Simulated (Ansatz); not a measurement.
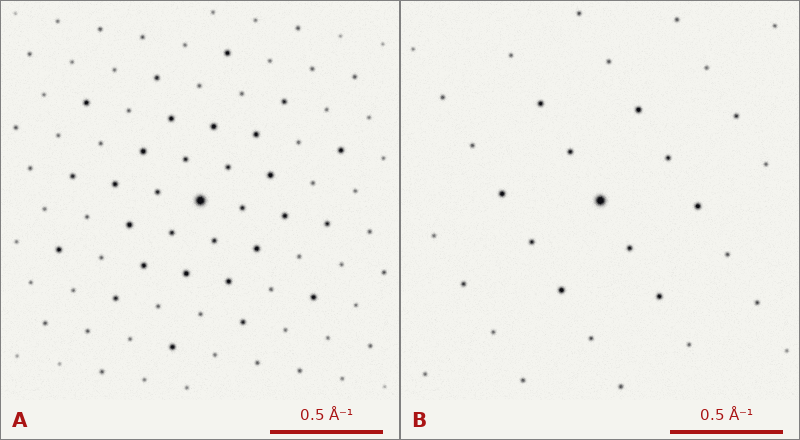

Kinematic electron diffraction patterns (200 kV, B = 0.5 Å², same scale, each along a low-index zone) of two structures of composition Li3Se, each relaxed at zero pressure with DFT PBE, scalar-relativistic, plane waves, PAW (Ansatz).

The structures (standard cells):
1. Pm-3m (No. 221), a = 3.925 Å, 4 atoms; generated start, possibly hypothetical
2. P6_3/mmc (No. 194), a = 5.945 Å, c = 4.194 Å (hexagonal axes), 8 atoms; generated start, possibly hypothetical

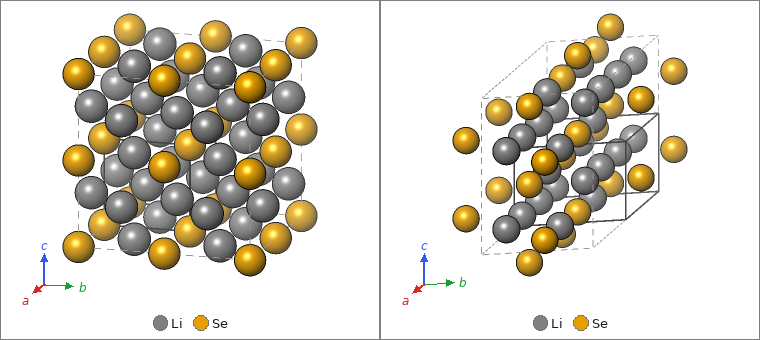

Drawings of the structures 1 to 2, from left to right (each may span several cells).

Which pattern belongs to which structure, and along which zone?

A is structure 2 along [001]: hexagonal net of 1 -1 0 at d = 5.15 Å and 1 0 0 at d = 5.15 Å, 60.0° apart. B is structure 1 along [110] or an equivalent direction: rectangular net of 0 0 1 at d = 3.93 Å and 1 -1 0 at d = 2.78 Å, 90.0° apart.

Which structure lies lowest at this level of theory, and by how much?

Structure 2 (P6_3/mmc, 16.04 Å³ an atom) is the lowest of these; structure 1 (Pm-3m, 15.12 Å³ an atom) lies about 47 meV an atom higher. These are static energies at 0 K; other structures, not shown, may lie lower still.
